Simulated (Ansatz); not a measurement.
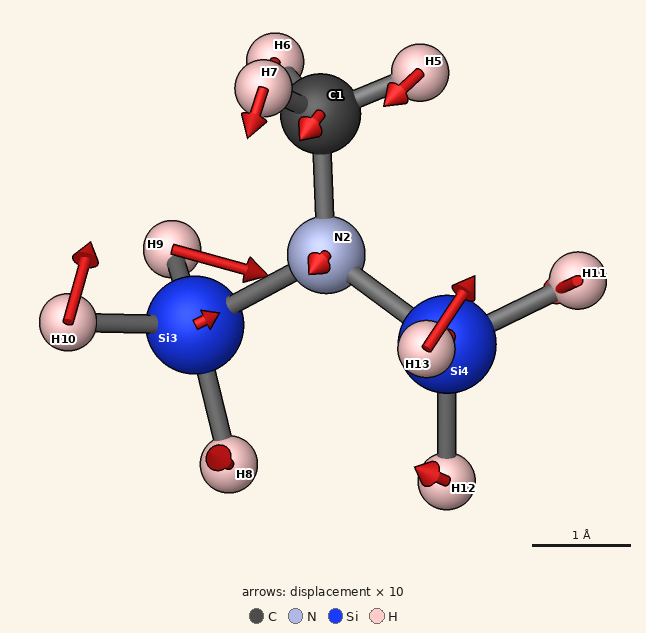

A relaxation of CH9NSi2. The starting structure is drawn; red arrows show the displacements, magnified 10 times. The two geometries are superimposed by the best rigid fit.

A ball-and-stick model, seen at a tilt.

The start comes from PBE-D4/def2-SVP.

Computed with RKS PBE0-D4/def2-TZVP (Ansatz).

The input:
```yaml
crystal:
  periodic: [false, false, false]
  atoms:
    - {symbol: C, position_ang: [-0.354551, 1.271677, -0.765512]}
    - {symbol: N, position_ang: [-0.112712, 0.043635, 0.001050]}
    - {symbol: Si, position_ang: [0.513105, 0.223618, 1.635596]}
    - {symbol: Si, position_ang: [-0.173308, -1.479500, -0.877824]}
    - {symbol: H, position_ang: [-1.129392, 1.106861, -1.545924]}
    - {symbol: H, position_ang: [-0.731128, 2.083878, -0.105957]}
    - {symbol: H, position_ang: [0.558238, 1.656059, -1.278714]}
    - {symbol: H, position_ang: [0.508919, -1.127530, 2.292163]}
    - {symbol: H, position_ang: [-0.366800, 1.186930, 2.394560]}
    - {symbol: H, position_ang: [1.917610, 0.784428, 1.680461]}
    - {symbol: H, position_ang: [-1.472676, -1.555504, -1.641594]}
    - {symbol: H, position_ang: [-0.077343, -2.600345, 0.117269]}
    - {symbol: H, position_ang: [0.940337, -1.629007, -1.890874]}
basis:
  gaussian: {orbitals: def2-TZVP}
hamiltonian: {xc: pbe0, dispersion: d4}
relax: {f_tol: 0.005, max_steps: 150}
```

Atoms of which element are displaced furthest, and by how much?

Hydrogen: up to 0.10 Å, against 0.05 Å for carbon.

What happened in the run?

The atom that moves furthest after the best rigid fit is H9 (0.10 Å). By element the largest moves are H 0.10 Å, C 0.05 Å, N 0.04 Å, Si 0.03 Å. Among the contacts that change: N2–Si3 1.759 → 1.725 Å, Si3–H10 1.513 → 1.492 Å, C1–H7 1.115 → 1.096 Å, Si3–H8 1.502 → 1.483 Å. Over 8 geometry steps the energy falls by 6.82 kJ/mol. The largest force component goes from 0.44 to 0.0041 eV/Å. The run took roughly 50 core-seconds on a shared host.
